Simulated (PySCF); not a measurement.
**C6H13NOSi: density, localisation and related maps**

```xyz
22

C     3.7937    0.4784    0.5122
N     2.4096    0.5819    0.8503
C     1.5521   -0.1065    0.2432
C     0.1085    0.0150    0.5258
C    -0.5933   -1.3487    0.4991
O    -1.9804   -1.2800    0.7146
C    -2.7230   -0.7709   -0.3677
C    -2.5557    0.7375   -0.5698
Si   -0.7131    1.1616   -0.7736
H     3.9992   -0.2592   -0.2774
H     4.1408    1.4605    0.1879
H     4.3482    0.2099    1.4125
H     1.8224   -0.8154   -0.5599
H    -0.0195    0.4601    1.5151
H    -0.3871   -1.8529   -0.4596
H    -0.2145   -1.9807    1.3090
H    -2.4451   -1.3016   -1.2922
H    -3.7637   -1.0126   -0.1313
H    -3.1468    1.0443   -1.4311
H    -2.9648    1.2489    0.3020
H    -0.4184    2.5641   -0.4893
H    -0.2599    0.7857   -2.1215
```

Geometry: GFN2-xTB.

Computed with PySCF 2.14.0, PBE0/pcSseg-1, SCF density, gas phase, non-relativistic.

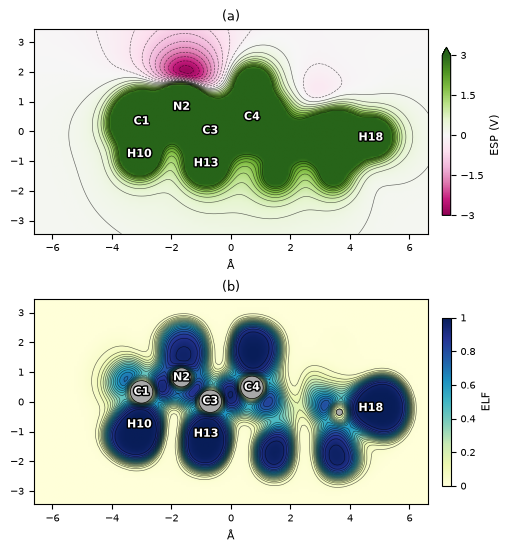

Figure 1. (a) electrostatic potential; (b) ELF on the plane of atoms N2, C3 and H13. Grey discs cover the atomic cores in the ELF map.

### Interpret the plot.

The section cuts through C, N and H sites.
C–N (1.26 Å): the ELF peaks at about 0.90 between the atoms; a multiple bond.
C–C (1.48 Å): the ELF peaks at about 0.95 between the atoms (localised, covalent bonding).
C–H (1.10 Å): the ELF climbs to about 1 towards the hydrogen, as it does in any bond to H (an ordinary covalent bond to hydrogen).
C–N (1.43 Å): the ELF peaks at about 0.95 between the atoms, as expected for localised, covalent bonding.
The ELF also peaks beside N2, away from the bonds: lone-pair regions.
Outside the dense part of the molecule the potential is most negative (−2.8 V) near N2.

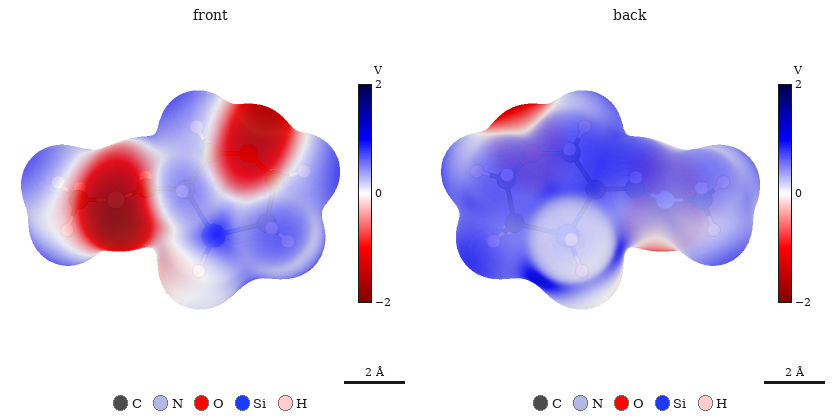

Figure 2. The molecular electrostatic potential painted on the density surface at 0.002 e/bohr³, seen from the front and from behind; the colour scale runs from red (negative) to blue (positive).

### Describe the electrostatic potential map.

The most negative region (about −1.8 V, or −42 kcal/mol for a unit charge) lies over N2, the most positive (about +1.0 V, or +23 kcal/mol for a unit charge) over Si9. N2 is the likeliest acceptor of a hydrogen bond.

### What dipole moment does the calculation give?

Its dipole moment is 1.89 D.
